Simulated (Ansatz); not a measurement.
# Cl2 (chlorine): levels of theory compared

We compute a comparison of 6 runs (UHF/STO-3G, B2PLYP/STO-3G, PBE/STO-3G, UB3LYP/STO-3G, wB97M-V/STO-3G, MP2/STO-3G) of Cl2 (chlorine). 

The results are computed with Ansatz 0.2.0.

16 further runs of the same task are left out: 3 that didn't finish, 13 set aside as unsound or not needed.

## (1) The molecule

The species is Cl2 (2 atoms), meant as a singlet with charge 0. As SMILES, `ClCl`. The Cl2–Cl1 distance was set to 2.974 Å, away from the relaxed value.

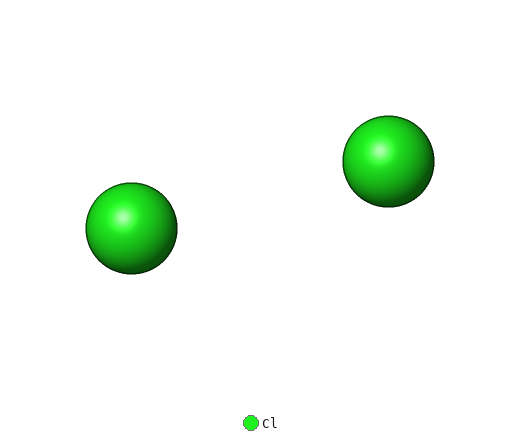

The structure, seen from a chosen angle (chlorine green).

## (2) The energy at UHF/STO-3G (run 1)

The input, in.yaml:

```yaml
crystal:
  periodic: [false, false, false]
  atoms:
    - {symbol: Cl, position_ang: [1.691352, -0.563191, 0.867186]}
    - {symbol: Cl, position_ang: [-0.845690, 0.281600, -0.433600]}
basis:
  gaussian:
    orbitals: STO-3G
magnetization:
  spin_polarized: true
  initial_magnetization: 0
hamiltonian:
  xc: hf
accuracy: high
```

Command:

```sh
$ ansatz run in.yaml --threads 1 --pin off --max-ram 3480MiB --events-out events.jsonl --progress --plain --runs-dir runs
```

The log of the run:

```text
Warning: RAYON_NUM_THREADS=1 ignored (pool sized by the plan → 1); use --threads N
Functional definition: HF
  name "HF"
  exchange = exact_x
  correlation = 0
273 factors; integrals over basis functions are off by at most 1.8e-8 eV
mean field evaluation 1: about -24734.2431 eV, gradient 7.9e-1 eV
mean field evaluation 2: about -24734.2509 eV, gradient 7.8e-1 eV
mean field evaluation 4: about -24734.2530 eV, gradient 3.8e-5 eV
mean field evaluation 8: about -24734.9337 eV, gradient 4.2e0 eV
mean field evaluation 16: about -24737.4760 eV, gradient 4.7e-3 eV
mean field evaluation 32: about -24737.4660 eV, gradient 3.3e-2 eV
mean field evaluation 64: about -24737.1514 eV, gradient 6.7e-1 eV
mean field evaluation 96: about -24737.1599 eV, gradient 7.7e-2 eV
mean field -24737.46602463 eV, -909.0851087484 hartree, gradient 9.5e-9 eV, S^2 0.955360; 8 other end points of the search recorded, 0 dependent functions left out
reference -24737.46602463 eV, -909.0851087484 hartree; 17, 17 occupied and 1, 1 virtual orbitals, 273 factors
Total energy: -24737.46602463 eV, -909.0851087484 hartree
```

Wall time 0.26 s (1 thread of Arm Neoverse V1, shared host).

## (3) A single-point energy at B2PLYP/STO-3G (run 2)

The input, in.yaml:

```yaml
crystal:
  periodic: [false, false, false]
  atoms:
    - symbol: Cl
      position_ang: [1.691352, -0.563191, 0.867186]
    - symbol: Cl
      position_ang: [-0.845690, 0.281600, -0.433600]
basis:
  gaussian: {orbitals: STO-3G}
hamiltonian: {xc: {name: B2PLYP}}
correlation: {frozen_orbitals: {Cl: 5}}
accuracy: high
```

Command:

```sh
$ ansatz run in.yaml --threads 1 --pin off --max-ram 3480MiB --events-out events.jsonl --progress --plain --runs-dir runs
```

The log of the run, shortened:

```text
Warning: RAYON_NUM_THREADS=1 ignored (pool sized by the plan → 1); use --threads N
Functional definition: B2PLYP
  name "B2PLYP"
[...]
273 factors; integrals over basis functions are off by at most 1.8e-8 eV
[...]
mean field -24759.26592117 eV, -909.8862401699 hartree, gradient 1.6e-11 eV, S^2 0.000000; 0 other end points of the search recorded, 0 dependent functions left out; unrestricted orbitals would lower it
10 core orbitals not correlated: weight in the atoms' cores, before any rotation towards them, 1.000 or more for the frozen orbitals, at most 0.000 for the correlated occupied ones
reference -24759.26593601 eV, -909.8862407153 hartree; 7, 7 occupied and 1, 1 virtual orbitals, 273 factors
second order -3.04924347 eV of doubles, -0.00000000 eV of singles
Total energy: -24760.08923175 eV, -909.9164962755 hartree
```

Run time: 0.8 s. Hardware: 1 thread of Arm Neoverse V1, shared host.

Runs 3 to 4 aren't shown in full; the table further down has their settings and results.

## (4) The energy at wB97M-V/STO-3G (run 5)

The input, run.yaml:

```yaml
crystal:
  periodic: [false, false, false]
  atoms:
    - {symbol: Cl, position_ang: [1.691352, -0.563191, 0.867186]}
    - {symbol: Cl, position_ang: [-0.845690, 0.281600, -0.433600]}
basis:
  gaussian: {orbitals: STO-3G}
hamiltonian: {xc: {name: wB97M-V}}
accuracy: high
```

Command:

```sh
$ ansatz run run.yaml --threads 1 --pin off --max-ram 3480MiB --events-out events.jsonl --progress --plain --runs-dir runs
```

The log of the run, shortened:

```text
Warning: RAYON_NUM_THREADS=1 ignored (pool sized by the plan → 1); use --threads N
Functional definition: wB97M-V
  name "wB97M-V"
[...]
  gx(w, u) = 1 - cx + cx01*u + cx10*w
  gss(w, u) = css00 + css04*u^4 + css10*w + css20*w^2 + css43*w^4*u^3
  gos(w, u) = cos00 + cos10*w + (cos20 + cos21*u)*w^2 + (cos60 + cos61*u)*w^6
[...]
      + integral(e_c_pw_mod_opposite_spin*gos(b97_w_opposite, b97_u_opposite)) + vv10(b, c)
273 factors; integrals over basis functions are off by at most 1.8e-8 eV
105 factors; integrals over basis functions are off by at most 9.1e-10 eV
[...]
mean field -24770.96973391 eV, -910.3163473549 hartree, gradient 2.1e-8 eV, S^2 0.000000; 0 other end points of the search recorded, 0 dependent functions left out
reference -24770.96973545 eV, -910.3163474115 hartree; 17, 17 occupied and 1, 1 virtual orbitals, 273 factors
Total energy: -24770.96973545 eV, -910.3163474115 hartree
```

Run time: 7.2 s. Hardware: 1 thread of Arm Neoverse V1, shared host; peak memory 0.2 GiB.

## (5) The energy at MP2/STO-3G (run 6)

The input, in.yaml:

```yaml
crystal:
  periodic: [false, false, false]
  atoms:
    - {symbol: Cl, position_ang: [1.691352, -0.563191, 0.867186]}
    - {symbol: Cl, position_ang: [-0.845690, 0.281600, -0.433600]}
basis:
  gaussian: {orbitals: STO-3G}
correlation: {method: mp2, frozen_orbitals: {Cl: 5}}
accuracy: high
```

Command:

```sh
$ ansatz run in.yaml --threads 1 --pin off --max-ram 3480MiB --events-out events.jsonl --progress --plain --runs-dir runs
```

The log of the run, shortened:

```text
Warning: RAYON_NUM_THREADS=1 ignored (pool sized by the plan → 1); use --threads N
[... 2 set-up lines as earlier in the session ...]
[...]
273 factors; integrals over basis functions are off by at most 1.8e-8 eV
[...]
mean field -24734.25298086 eV, -908.9670315676 hartree, gradient 3.3e-8 eV, S^2 0.000000; 0 other end points of the search recorded, 0 dependent functions left out; unrestricted orbitals would lower it
[...]
unrestricted determinant -24737.46602462 eV, -909.0851087482 hartree, S^2 0.9554
10 core orbitals not correlated: weight in the atoms' cores, before any rotation towards them, 1.000 or more for the frozen orbitals, at most 0.000 for the correlated occupied ones
reference -24734.25298086 eV, -908.9670315676 hartree; 7, 7 occupied and 1, 1 virtual orbitals, 273 factors
second order -1.93731100 eV of doubles, -0.00000000 eV of singles
WARN: the method's energy lies above the unrestricted determinant's, so it is not that of the lowest state
Total energy: -24736.19029186 eV, -909.0382264339 hartree
```

It took 0.12 s on 1 thread of Arm Neoverse V1, shared host.

## (6) Overview of the runs

```csv
run,level,frozen core orbitals,energy (Eh),wall time
1,UHF/STO-3G,–,-909.085109,0.26 s
2,B2PLYP/STO-3G,10,-909.916496,0.8 s
3,PBE/STO-3G,–,-909.843667,0.58 s
4,UB3LYP/STO-3G,–,-910.247408,6.3 s
5,wB97M-V/STO-3G,–,-910.316347,7.2 s
6,MP2/STO-3G,10,-909.038226,0.12 s
```

## (7) Results

| quantity | value |
| --- | --- |
| run 6: total energy | -909.03823 Eh |
| run 6: correlation energy (10 core orbitals frozen) | -71.2 mEh |

What this shows: Totals of different functionals can't be ranked against each other. In runs 2, 6 the log says that unrestricted orbitals would lower the reference, so the values rest on an unstable closed-shell determinant (other closed-shell runs at this shape may share the fault). In runs 1, 2, 3, 4, 5, 6 the basis is minimal, so the values are rough. Spin contamination of the reference: run 1 ⟨S²⟩ = 0.96, run 4 ⟨S²⟩ = 0.81. Where it is this large, the reference is a mixture of spin states, and values that rest on it are in doubt. All runs together took 15 s, the longest 7.2 s.
